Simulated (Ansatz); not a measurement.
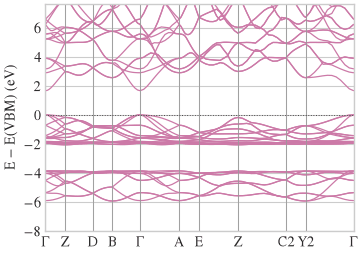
Figure: Band structure from DFT-r²SCAN in the program Ansatz with PAW potentials

**Question.** Read off the gap and where the band edges lie.

**Answer.** About 1.7 eV (1.67 eV by a search for the band edges); maximum at Γ, minimum at Γ.

The material is CuI (zinc blende, F-43m).

The r²SCAN relaxation kept the symmetry of its start. The run is not spin-polarised. Point labels and valley counts follow the cell and symmetry of the run, lower than the named group. Spin–orbit coupling is left out wherever it is not named.

Potentials: the later of the program's two PAW sets.
